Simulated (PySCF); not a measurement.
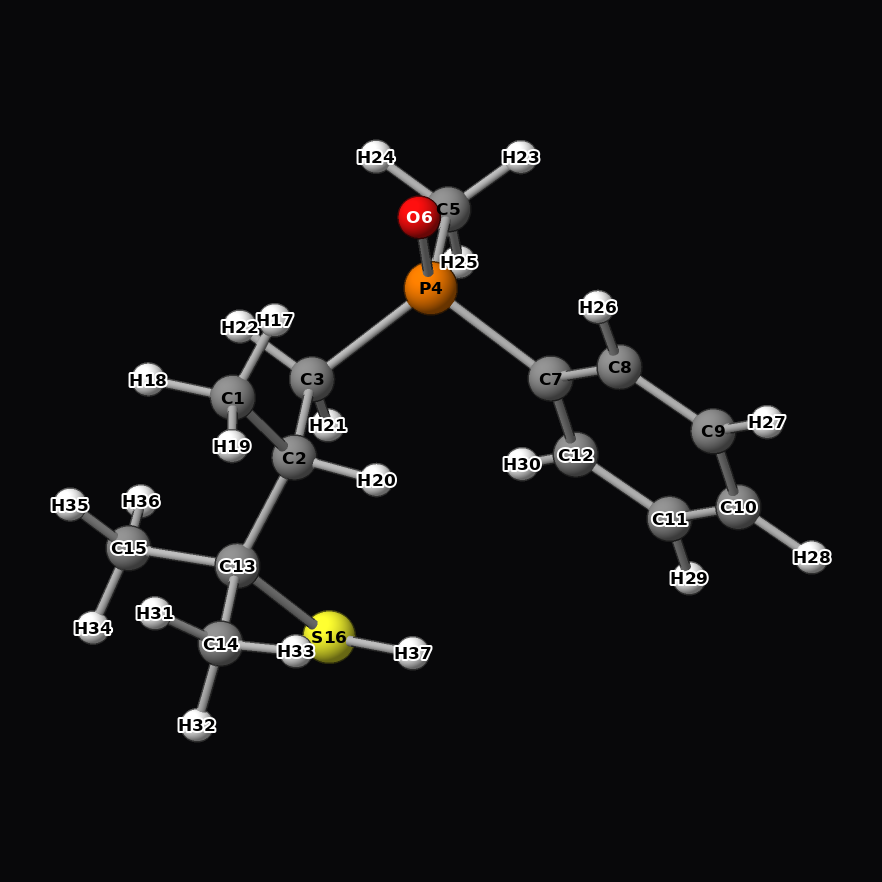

The questions are on isotropic NMR shieldings of the H atoms. The computed structure is the end point of a GFN2-xTB optimisation. No frequency run is at hand to confirm it as a minimum. Level of theory: GIAO KT3/pcSseg-1 NMR shielding, non-relativistic, gas phase (PySCF 2.14.0).

List the isotropic NMR shieldings of the H atoms.

```csv
atom,σ (ppm)
H17,29.22
H18,31.13
H19,30.88
H20,30.33
H21,28.46
H22,30.23
H23,30.33
H24,30.14
H25,30.38
H26,23.55
H27,24.23
H28,24.35
H29,24.47
H30,24.21
H31,30.12
H32,30.02
H33,30.80
H34,30.72
H35,30.48
H36,30.74
H37,30.86
```

The geometry is semi-empirical. Around P such bond lengths and angles can be off by a tenth of an ångström or more and by several degrees, and values that hang on the shape move with them.
